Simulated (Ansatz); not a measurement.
Computed with PBE (plane waves to 420 eV, PAW; Ansatz, a program for electronic structure).

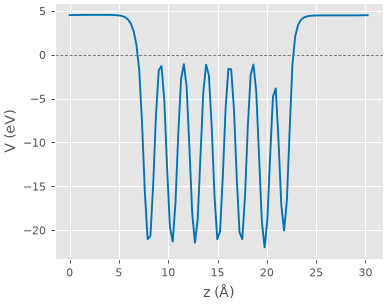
Electrostatic potential energy of an electron, averaged over planes parallel to the surface, in eV from the Fermi level, for a constructed model of the (110) surface of bcc Nb, a pseudomorphic layer of Rh in the host's stacking (bottom of the slab: a bare face, its two planes held)

Model: 7-atom slab, 14.4 Å thick at the start, 14x14x1 mesh, Fermi-Dirac 0.1 eV, dipole correction, 2 atoms held, the rest relaxed; start symmetry kept, larger cells not searched; no spin, no spin-orbit, no U. It is one candidate, not shown to be the stable structure of the face.

The vacuum level lies 4.48 eV above the Fermi level over the top face and 4.54 eV above it under the bottom face.
